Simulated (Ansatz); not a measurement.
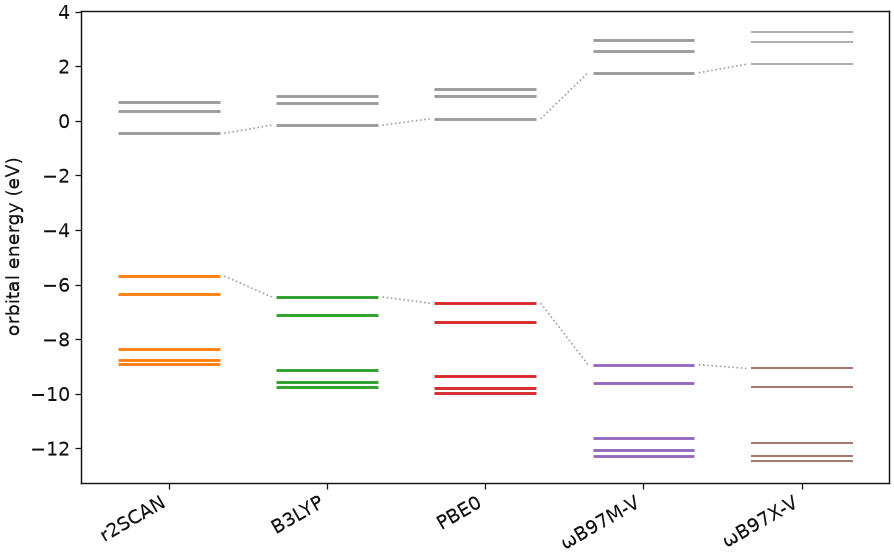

Frontier orbital energies of C₂H₉NSSi, SMILES C[C@H](S)N[SiH3] at one geometry, def2-TZVPP, the Ansatz code 0.2.0, at a PBE0-D4/def2-TZVP geometry (no frequency check). Empty levels are grey, levels within 0.1 eV stand side by side; all columns show the same few orbitals around the gap. Dotted lines join the HOMOs and the LUMOs.

**Compare the HOMO-LUMO separations.**

The separation grows from 5.23 eV (r2SCAN) to 11.14 eV (ωB97X-V).

```tsv
level	HOMO (eV)	LUMO (eV)	separation (eV)
r2SCAN	−5.69	−0.46	5.23
B3LYP	−6.45	−0.16	6.29
PBE0	−6.68	0.08	6.76
ωB97M-V	−8.93	1.76	10.70
ωB97X-V	−9.07	2.07	11.14
```

Caveats, for all or some of the runs: empty levels above zero depend strongly on the basis; one conformer of a flexible molecule.
